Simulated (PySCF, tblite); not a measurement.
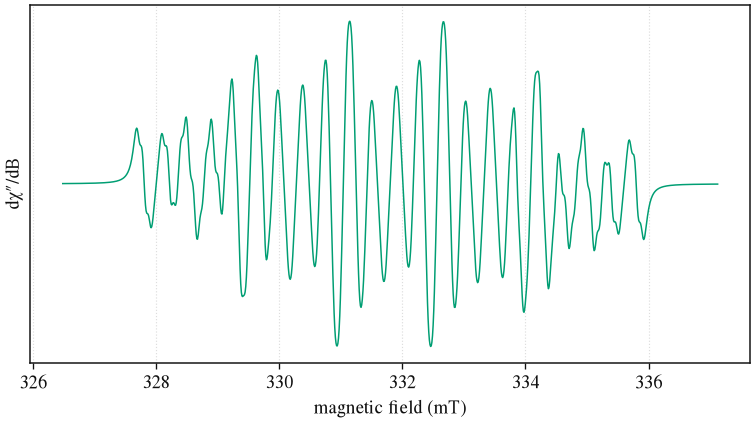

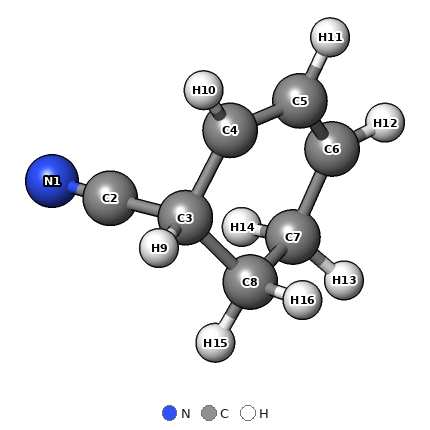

First-order isotropic EPR spectrum (fast tumbling, first derivative) of C₇H₈N, SMILES N#C[C@@H]1[CH]C=CCC1, doublet at 9.30 GHz, Lorentzian lines of 0.15 mT full width at half height, from computed g and hyperfine couplings (B3LYP/pcH-1 in PySCF, at a GFN2-xTB geometry (a minimum by its frequencies), gas phase); values of one conformer, averaged over methyl-type rotors alone; other conformers aren't averaged in; no vibrational averaging; dilute isotopes left out. The SMILES is one Lewis form and needn't show where the spin sits.

**Which couplings does the calculation give? The spectrum shows the sizes of those above the line width, not their signs.**

```csv
nuclei,isotope,a (mT),a (MHz)
H14,¹H,3.05,85.4
H10,¹H,−1.52,−42.7
H12,¹H,−1.48,−41.4
H13,¹H,0.84,23.5
H9,¹H,0.70,19.6
H11,¹H,0.40,11.3
H15,¹H,−0.10,−2.7
H16,¹H,−0.07,−2.0
N1,¹⁴N,0.02,0.5
```

**What is the g value, and how wide is the spectrum?**

g_iso = 2.0026, which centres the spectrum at 331.8 mT; it spans 8.2 mT.

Note: the tight-binding geometry is rougher than a DFT one and adds to the error.
